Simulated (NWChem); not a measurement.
# One shape, several levels: CClF3 (SMILES FC(F)(F)Cl)

We compute a comparison of 4 runs (HF/STO-3G, HF/3-21G, B3LYP/6-31G*) of CClF3. 

Program for the calculation: NWChem 7.3.0.

3 further runs of the same task are left out: 3 that didn't finish.

### 1 The molecule

CClF3 has 5 atoms, charge 0, and is taken as a singlet. SMILES: `FC(F)(F)Cl`. The C2–Cl5 distance was set to 3.160 Å, away from the relaxed value. At this shape a bond of the SMILES string is far longer than usual.

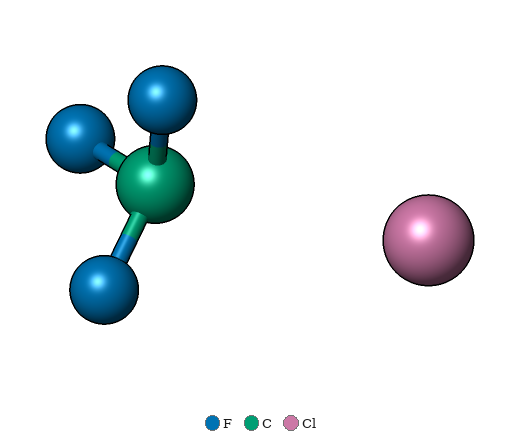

Viewed from a chosen angle; fluorine blue, carbon teal, chlorine pink.

### 2 A single-point energy at HF/STO-3G (run 1)

Input file mol.nw:

```
start mol
title "CClF3 energy"
memory total 2200 mb
geometry noautosym nocenter noautoz
  F    -0.009092   -1.217498    1.953359
  C    -0.224992   -1.319098    0.653359
  F    -1.472392   -1.711198    0.460159
  F     0.588908   -2.235598    0.158759
  Cl    0.276300    1.463300   -0.758000
end
basis spherical bse
  * library STO-3G
end
scf
  thresh 1e-08
  maxiter 80
  print low
end
task scf energy
```

On the command line:

```
$ nwchem mol.nw > mol.out
```

The log of the run:

```text
[...]
  functions       =    29
[...]
  wavefunction    = RHF
[...]
         Total SCF energy =   -785.901837459069
      One-electron energy =  -1503.166154292498
      Two-electron energy =    511.939192038320
 Nuclear repulsion energy =    205.325124795109
        Time for solution =      1.0s
 Task  times  cpu:        1.1s     wall:        1.1s
[...]
```

Run time: 1.6 s. Hardware: 1 thread of Intel Xeon Platinum 8375C at 2.90GHz (Ice Lake), shared host; peak memory 0.1 GiB.

### 3 A single-point energy at HF/3-21G (run 2)

Input file input.nw:

```
start input
title "CClF3"
memory 2200 mb
geometry units angstroms noautosym nocenter noautoz
F       -0.009092      -1.217498       1.953359
C       -0.224992      -1.319098       0.653359
F       -1.472392      -1.711198       0.460159
F        0.588908      -2.235598       0.158759
Cl       0.276300       1.463300      -0.758000
end
basis spherical bse
* library 3-21G
end
scf
singlet
rhf
thresh 1e-08
maxiter 80
noprint "final vectors analysis"
end
task scf energy
```

On the command line:

```
$ nwchem input.nw > input.out
```

The log of the run:

```text
[...]
  functions       =    49
[...]
  wavefunction    = RHF
[...]
         Total SCF energy =   -791.487753271543
      One-electron energy =  -1505.317951676702
      Two-electron energy =    508.505073610050
 Nuclear repulsion energy =    205.325124795109
        Time for solution =      1.0s
[...]
```

Run time: 1.6 s. Hardware: 1 thread of Intel Xeon Platinum 8375C at 2.90GHz (Ice Lake), shared host; peak memory 0.1 GiB.

Run 3 isn't shown in full; the table further down has it.

### 4 A single-point energy at B3LYP/6-31G(d) (Cartesian functions) (run 4)

Input file cclf3.xyz:

```xyz
5

F     -0.009092    -1.217498     1.953359
C     -0.224992    -1.319098     0.653359
F     -1.472392    -1.711198     0.460159
F      0.588908    -2.235598     0.158759
Cl     0.276300     1.463300    -0.758000
```

Input file run.py:

```python
from ase.io import read
from ase.calculators.nwchem import NWChem

atoms = read('cclf3.xyz')

calc = NWChem(
    label='cclf3',
    theory='dft',
    memory='2200 mb',
    basis='6-31G*',
    dft={'xc': 'b3lyp', 'mult': '1', 'grid': 'xfine', 'convergence': 'energy 1e-08', 'iterations': '100', 'mulliken': None},
    task='energy',
)
atoms.calc = calc

e = atoms.get_potential_energy()
print(f"E = {e:.6f} eV")
print("dipole (e A):", atoms.get_dipole_moment().round(4))
```

On the command line:

```
$ export ASE_NWCHEM_COMMAND="nwchem PREFIX.nwi > PREFIX.nwo"
$ python run.py
```

The log of the run:

```text
E = -21706.171580 eV
dipole (e A): [-0.1299 -0.721   0.3658]
```

The calculator wrote cclf3.nwi:

```
title "cclf3"

permanent_dir cclf3

scratch_dir cclf3

start cclf3

geometry units angstrom nocenter noautosym noautoz
  F  -9.0919999999999994e-03 -1.2174980000000000e+00 1.9533590000000001e+00
  C  -2.2499200000000000e-01 -1.3190980000000001e+00 6.5335900000000002e-01
  F  -1.4723919999999999e+00 -1.7111980000000000e+00 4.6015899999999998e-01
  F  5.8890799999999999e-01 -2.2355980000000000e+00 1.5875900000000001e-01
  Cl 2.7629999999999999e-01 1.4633000000000000e+00 -7.5800000000000001e-01
end

memory 2200 mb

basis noprint
   * library 6-31G*
end

dft
  xc b3lyp
  mult 1
  grid xfine
  convergence energy 1e-08
  iterations 100
  mulliken
end

task dft energy
```

cclf3.nwo:

```text
Northwest Computational Chemistry Package (NWChem) 7.3.0
             --------------------------------------------------------

           Job information
           ---------------

    nwchem branch   = 7.3.0
    use scalapack   = T
    input           = cclf3.nwi
    prefix          = cclf3.
    data base       = cclf3/cclf3.db
    status          = startup
    nproc           =        1

           Memory information
           ------------------

    heap     =     72089594 doubles =      550.0 Mbytes
    stack    =     72089599 doubles =      550.0 Mbytes
    global   =    144179200 doubles =     1100.0 Mbytes (distinct from heap & stack)
    total    =    288358393 doubles =     2200.0 Mbytes
    verify   = yes
    hardfail = no

[... 92 lines left out ...]
  convergence criterion.
[... 18 lines left out ...]
          Convergence on density requested:  1.00D-05
[... 25 lines left out ...]
          Convergence Information
[... 61 lines left out ...]
   convergence    iter        energy       DeltaE   RMS-Dens  Diis-err    time
[... 21 lines left out ...]
           Coulomb energy =      573.331628166779
[... 7 lines left out ...]
                       DFT Final Molecular Orbital Analysis
[... 584 lines left out ...]
 center of mass
 --------------
 x =  -0.18168594 y =  -1.14099997 z =   0.54899286

 moments of inertia (a.u.)
 ------------------
        1178.566577546499        -124.022043080340          62.911838694734
        -124.022043080340         512.540520487026         349.169742731913
          62.911838694734         349.169742731913        1023.802706044290

     Multipole analysis of the density
     ---------------------------------

     L   x y z        total         alpha         beta         nuclear
     -   - - -        -----         -----         ----         -------
     0   0 0 0     -0.000000    -25.000000    -25.000000     50.000000

     1   1 0 0     -0.245428      4.304948      4.304948     -8.855324
[... 8 lines of this table left out ...]
     2   0 0 2    -23.987970    -99.131373    -99.131373    174.274777

 Task  times  cpu:       23.1s     wall:       23.1s
 Total times  cpu:       23.1s     wall:       23.1s
```

Wall time 24 s (1 thread of Intel Xeon Platinum 8375C at 2.90GHz (Ice Lake), shared host); peak memory 0.13 GiB.

### 5 The series

```csv
run,level,iteration cap,module,energy (Eh),wall time
1,HF/STO-3G,80,scf,-785.901837,1.6 s
2,HF/3-21G,80,scf,-791.487753,1.6 s
3,B3LYP/6-31G* (spherical functions),100,dft,-797.680161,23 s
4,B3LYP/6-31G* (Cartesian functions),100,dft,-797.687099,24 s
```

### 6 Outcome

| quantity | value |
| --- | --- |
| run 4: total energy | -797.68710 Eh |
| run 4: dipole moment | 3.93 D |
| run 4: HOMO energy | -7.98 eV |
| run 4: LUMO energy | -6.12 eV |
| run 4: HOMO–LUMO gap | 1.86 eV |

What this shows: Over runs 2, 3, 4 the dipole moment (its size) runs from 3.93 D (B3LYP/6-31G*) to 4.08 D (HF/3-21G). The two ends differ in method and basis. In run 1 the basis is minimal, so the values are rough. In runs 1, 2, 3, 4 a closed-shell determinant meets a far-stretched bond, which it describes badly. All runs together took 50 s, the longest 24 s.
